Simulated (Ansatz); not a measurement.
# Br₄Si (SMILES Br[Si](Br)(Br)Br): what the fields show

```xyz
5

Br   -1.1902    0.0958    1.8250
Si    0.0100   -0.0147   -0.0083
Br    1.8481   -1.1451    0.3881
Br   -1.1442   -1.0228   -1.5784
Br    0.5262    2.0131   -0.6678
```

Geometry: PBE0-D4/def2-TZVP.

Level of theory: RKS PBE0-D4/def2-TZVPP (Ansatz 0.2.0).

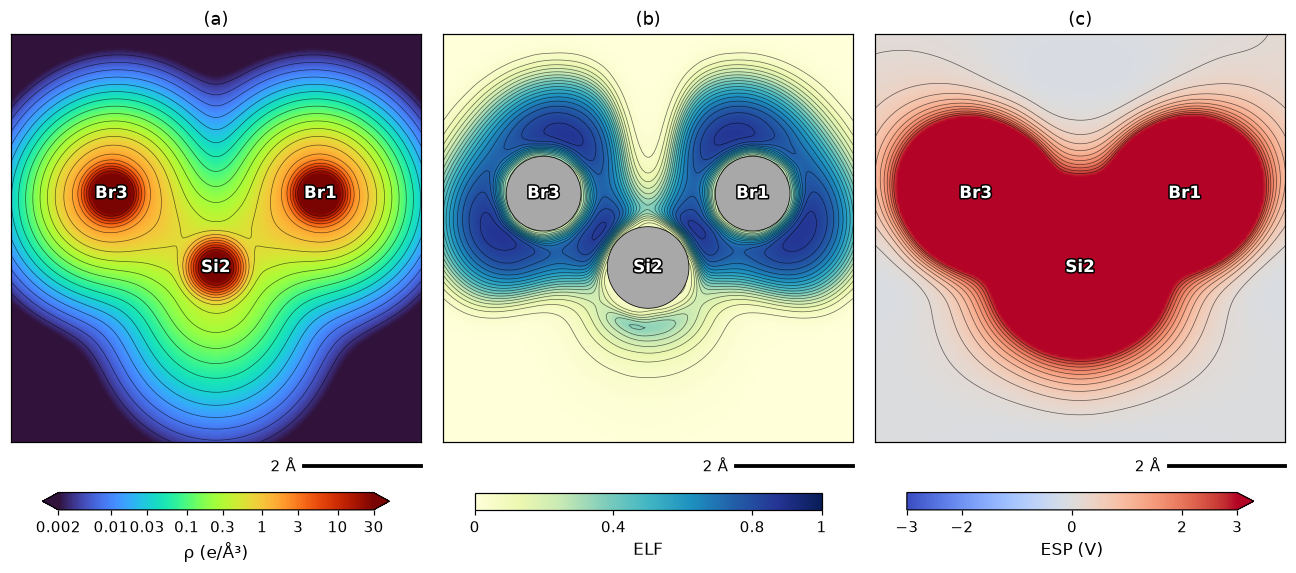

Figure 1. (a) electron density; (b) electron localisation function; (c) electrostatic potential on the plane of atoms Br1, Si2 and Br3. Grey discs cover the atomic cores in the ELF map.

What do the fields say about this system?

- Atoms in the plane: Br and Si.
- Si–Br (2.19 Å): the density is about 0.83 e/Å³ at the midpoint; the ELF peaks at about 0.85 between the atoms, as expected for a shared but strongly polarised pair.
- The ELF also peaks beside Br3 and Br1, away from the bonds: lone-pair regions.
- The potential has no marked negative region in this plane.

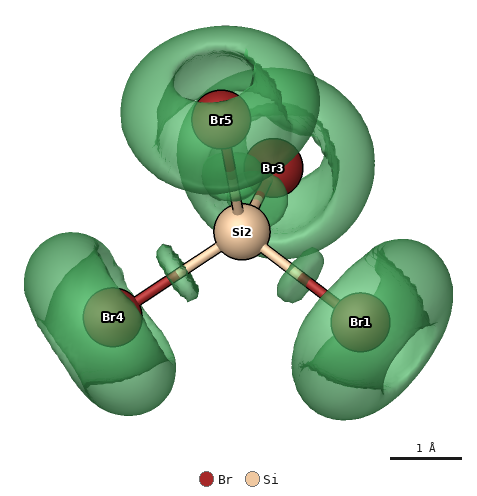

Figure 2. Isosurface of the ELF at 0.8 (green), seen at a tilt. Only the valence region is drawn (cores and ρ < 0.01 e/Å³ removed).

What do the ELF domains correspond to?

At this value the surface marks out four regions between bonded Br–Si atoms (shared pairs) and four rings or bowls of non-bonding electrons around Br.

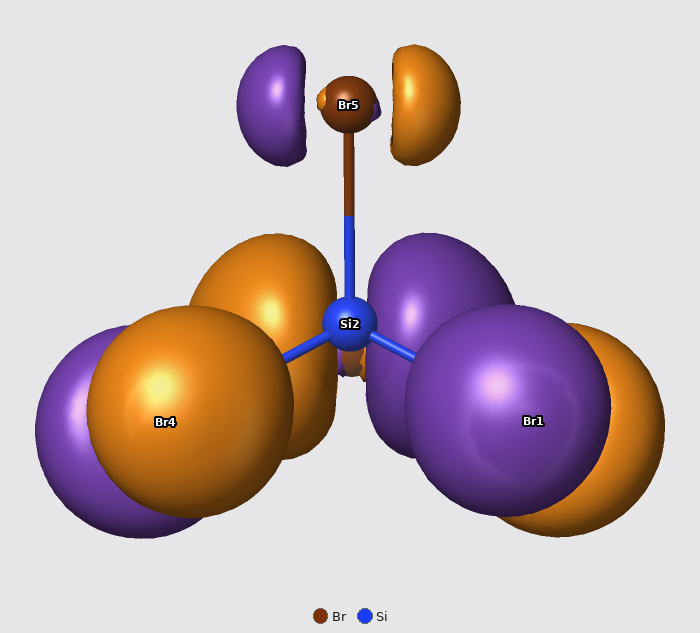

Figure 3. The HOMO at ±0.1 Å⁻³ᐟ² (orange and purple are the two phases), seen at a tilt.

What is the character of this orbital?

By Hirshfeld shares it lies mainly on Br1 (about 30 %), Br3 (about 30 %) and Br4 (about 30 %); largely a combination of lone pairs on Br1, Br3 and Br4. It is one of a degenerate set, so its orientation is arbitrary. Its energy is −8.69 eV.
